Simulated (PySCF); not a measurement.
Molecule: H4AlBO4, SMILES O[B](O)[Al]([OH])[OH], singlet. Atoms near the plane z = 0.6 Å, at the PBE0/def2-SVP optimised geometry (x, y, z in Å): B1 (1.1, 0.0, 0.0), O3 (1.8, 0.1, 1.2), Al4 (-1.0, 0.0, 0.0), O5 (-1.8, 1.5, 0.0), O6 (-1.8, -1.5, 0.0), H8 (2.8, 0.1, 1.1), H9 (-2.8, 1.6, 0.0), H10 (-2.8, -1.6, 0.0).

Level of theory: PBE0/def2-TZVP in PySCF. The values are rescaled to run from 0 to 1.

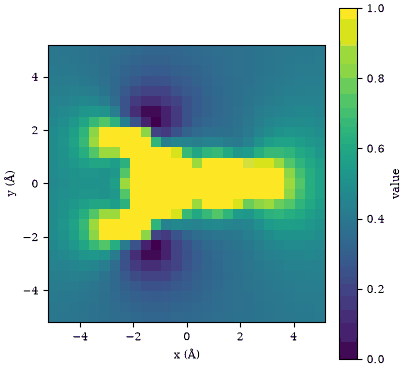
Figure: a field on the plane z = 0.6 Å.

Task: Which quantity is mapped?
A) electrostatic potential
B) deformation density (molecule minus spherical neutral atoms)
C) log10 of the electron density
D) an orbital amplitude

Result: A, electrostatic potential. In full: electrostatic potential (hartree/e), clipped to [-0.08, 0.12].
